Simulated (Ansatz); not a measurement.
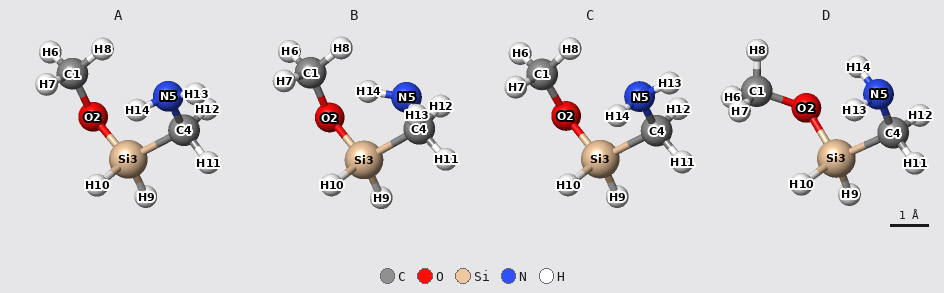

4 geometries from a converged minimum-energy path of C₂H₉NOSi, shuffled. Style: ball-and-stick. Shown at a tilt.

Theory: RKS r2SCAN-D4/def2-SVP in Ansatz. Settings: 9 movable images; climbing image; force threshold 0.05 eV/Å; iteration limit 33; starting path through a guess of the saddle point.

Which frame is the top of the path?

Answer. B. In order along the path, whose images run from 0 to 10: C (image 1, +0.18 kcal/mol), A (image 2, +1.33 kcal/mol), B (image 4, +3.94 kcal/mol), D (image 8, +1.48 kcal/mol). The motion is a rotation about the C4–N5 bond by about 115°, with a turn of about 120° about C1–O2, with a turn of about 110° about O2–Si3. No bond forms or breaks between the ends. Among the angles between lasting bonds that change up to the highest image: Si3–C4–N5 110.1° → 115.9°, N5–C4–H11 115.6° → 110.3°.

The run took 8.3 min on 2 threads of Arm Neoverse V1, on a shared host, peak memory 0.18 GiB.
